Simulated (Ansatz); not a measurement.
Single-point calculation, with input and output: AlPH3F (charge −3)

- system: AlPH3F, charge −3, multiplicity 2
- method: UKS revPBE0-d4/cc-pVTZ (Ansatz 0.2.0)

Some settings of this run were made unusual or wrong on purpose. The geometry comes from this level: PBE0-D4/def2-TZVP.

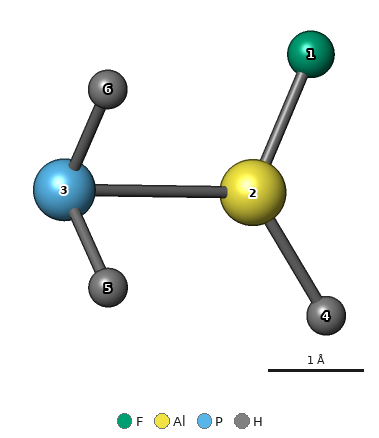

Fig. 1: The structure as given in the input (ball-and-stick view, seen at a tilt; atoms are numbered from 1 in the order of the input). Sticks mark near contacts. Bond lengths as drawn: Al–F 1.65 Å, Al–H 1.58 Å, Al–P 2.31 Å and H–P 1.42 Å.

## Input
```yaml
crystal:
  periodic: [false, false, false]
  atoms:
    - {symbol: F, position_ang: [-1.538455, -1.294297, 0.938669]}
    - {symbol: Al, position_ang: [-0.479445, -0.790567, -0.223911]}
    - {symbol: P, position_ang: [1.247196, 0.596294, 0.445253]}
    - {symbol: H, position_ang: [-0.678858, -1.366517, -1.679058]}
    - {symbol: H, position_ang: [1.125754, 1.381103, -0.734839]}
    - {symbol: H, position_ang: [0.365808, 1.409984, 1.207786]}
basis:
  gaussian: {orbitals: cc-pVTZ}
total_charge: -3
magnetization: {spin_polarized: true, initial_magnetization: 1}
hamiltonian: {xc: {name: revPBE0}, dispersion: d4}
scf: {lower_state_search: off}
```

Run on 2 threads of Intel Xeon @ 2.60GHz, 23 GiB of memory available, shared host.

Command:
```bash
ansatz run in.yaml --threads 2 --pin off --events-out ev --progress --plain --max-ram 4352MiB
```

## Log
```
Functional definition: revPBE0
  name "revPBE0"
  cite "Zhang & Yang, Phys. Rev. Lett. 80, 890 (1998) doi:10.1103/PhysRevLett.80.890"
  cite "Adamo & Barone, J. Chem. Phys. 110, 6158 (1999) doi:10.1063/1.478522"
  cite "Perdew, Burke & Ernzerhof, Phys. Rev. Lett. 77, 3865 (1996) doi:10.1103/PhysRevLett.77.3865"
  parameter a = 0.25
  parameter kappa = 1.245
  parameter beta = 0.06672455060314922
  exchange = (1 - a)*pbe_x(kappa = kappa, mu = beta*pi^2/3) + a*exact_x
  correlation = pbe_c(beta = beta)
these checks for a lower state are left out or cut short: stability, starts, cluster_reference, orbital_swaps, neighbouring_geometries, increment
895 factors; their error is unknown
mean field evaluation 1: about -18394.4582 eV, gradient 1.8e2 eV
mean field evaluation 2: about -17302.8034 eV, gradient 5.3e2 eV
mean field evaluation 4: about -18547.0982 eV, gradient 1.5e2 eV
mean field evaluation 8: about -18633.8552 eV, gradient 3.1e0 eV
mean field evaluation 16: about -18634.0746 eV, gradient 1.8e-1 eV
mean field evaluation 32: about -18634.0764 eV, gradient 1.2e-2 eV
mean field -18634.07642769 eV, -684.7896780868 hartree, gradient 2.3e-6 eV, S^2 1.495953; 0 other end points of the search recorded, 0 dependent functions left out
reference -18634.07646152 eV, -684.7896793303 hartree; 22, 21 occupied and 118, 119 virtual orbitals, 895 factors
Total energy: -18634.69078904 eV, -684.8122554503 hartree
Checks for a lower state left out: stability, starts, cluster_reference, orbital_swaps, neighbouring_geometries, increment
```

## Outcome

| quantity | value |
| --- | --- |
| outcome | converged |
| total energy | −18634.6908 eV |
| mean-field energy | −18634.0765 eV |
| dispersion energy | −0.6143 eV |
| ⟨S²⟩ | 1.496 |
| wall time | 4.1 s (CPU time 7.8 s) |
| peak memory | 0.31 GiB |

## Diagnosis

This input holds a deliberate fault: charge. The program still converged, but the numbers can't be taken as results for the intended system. ⟨S²⟩ is 1.50 against 0.75 for a pure state: the solution is spin-contaminated.
